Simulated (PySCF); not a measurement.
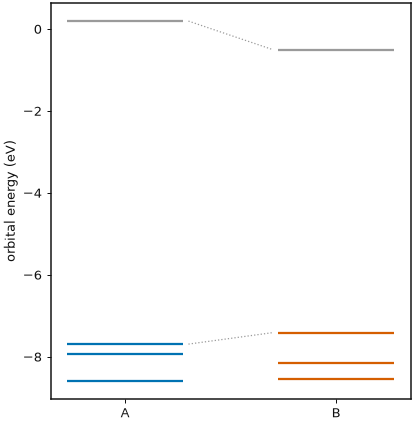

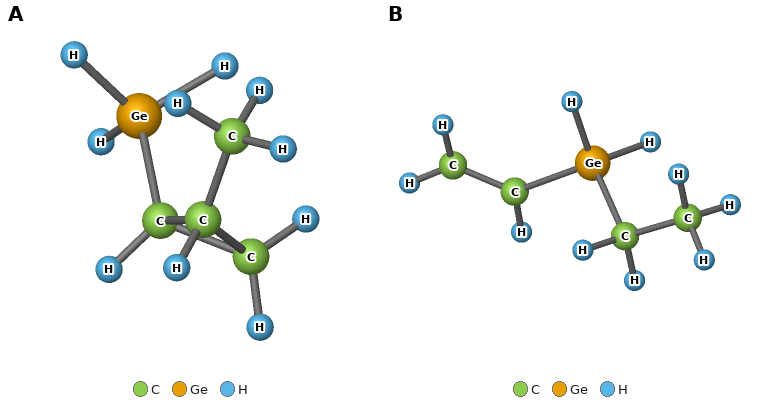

Related molecules: A is C₄H₁₀Ge, SMILES C[C@@H]1C[C@@H]1[GeH3], singlet; B is C₄H₁₀Ge, SMILES C=[CH][GeH2][CH2]C, singlet. Frontier orbital energies, B3LYP/def2-SVPD with PySCF 2.14.0, at a PBE0-D3(BJ)/def2-SVP geometry (no frequency check); drawn are at most three filled levels and, in grey, the LUMO with any level within 0.03 eV of it; dotted lines join the HOMOs and the LUMOs.

What does the change do to the frontier levels?

From A to B the HOMO rises by 0.28 eV and the LUMO falls by 0.70 eV, so the separation goes from 7.88 to 6.91 eV.

Does the ΔSCF ionisation energy follow the HOMO?

A: −ε(HOMO) 7.69, ΔSCF 9.80 eV; B: −ε(HOMO) 7.41, ΔSCF 9.42 eV.

Limits of at least one run: empty levels above zero depend strongly on the basis; one conformer of a flexible molecule.
